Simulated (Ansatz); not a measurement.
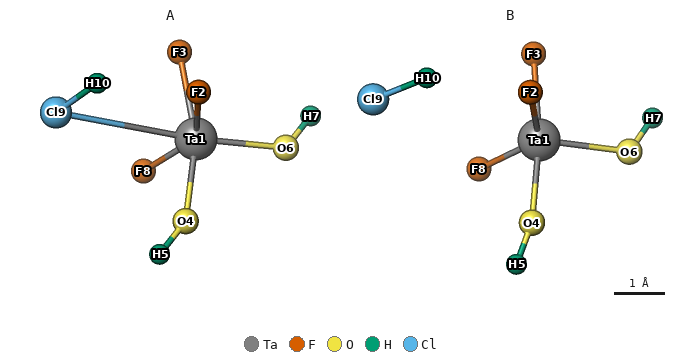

Two geometries of TaH₃O₂ClF₃, drawn at one scale. One is the start of a relaxation, the other its converged end. A ball-and-stick model, seen at a tilt.

The calculation used Ansatz 0.2.0, RKS PBE-D4/def2-SVP. (no spin polarisation; force threshold 0.03 eV/Å; at most 50 steps)

Which geometry has the lower energy?

Answer. Structure A is the relaxed one. The run prepares an end point of a later path (reaction) calculation, from a guessed geometry. Cl9 moves most after the best rigid fit: 0.57 Å. Largest moves by element: Cl 0.57 Å, H 0.41 Å, F 0.31 Å, O 0.14 Å, Ta 0.07 Å. Some distances before and after: Ta1–Cl9 3.668 → 3.047 Å, Ta1–H10 3.253 → 2.964 Å, Cl9–H10 1.340 → 1.310 Å, Ta1–F2 1.924 → 1.935 Å. New bonds form, among them: Ta1–Cl9 (3.67 → 3.05 Å). Among the angles between lasting bonds that change: F2–Ta1–F8 134.8° → 147.7°, Ta1–O4–H5 165.3° → 152.9°, F3–Ta1–O4 171.9° → 162.7°. After 16 accepted moves (17 points after the start) the energy has fallen by 0.088 eV. Largest force component: 0.95 eV/Å at the start, 0.014 eV/Å at the end. The line search rejected the trial step at point 16 of the run.
